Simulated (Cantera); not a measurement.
Feed: 1 mol SiC, 1.2 mol CO₂, 2.8 mol H₂, at 0.730 Pa.

Equilibrium computed with Cantera from the NASA thermochemical tables; the gas is ideal and each condensed phase is pure. Candidate condensed phases: C, C₆H₆, C₇H₈, C₈H₁₈, H₂O, Si, SiC, SiO₂; 123 gas species. The numbers say what is thermodynamically allowed, not how fast it happens.

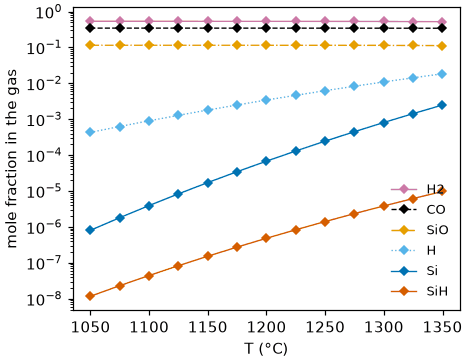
Fig. 1. Equilibrium gas composition (values under 1e-9 drawn at 1e-9)

### Question
Read off the mole fractions at 1300 °C.

### Answer
H₂ about 0.53, CO about 0.34, SiO about 0.11, H about 0.011, Si about 0.00081, SiH about 3.8e-6.
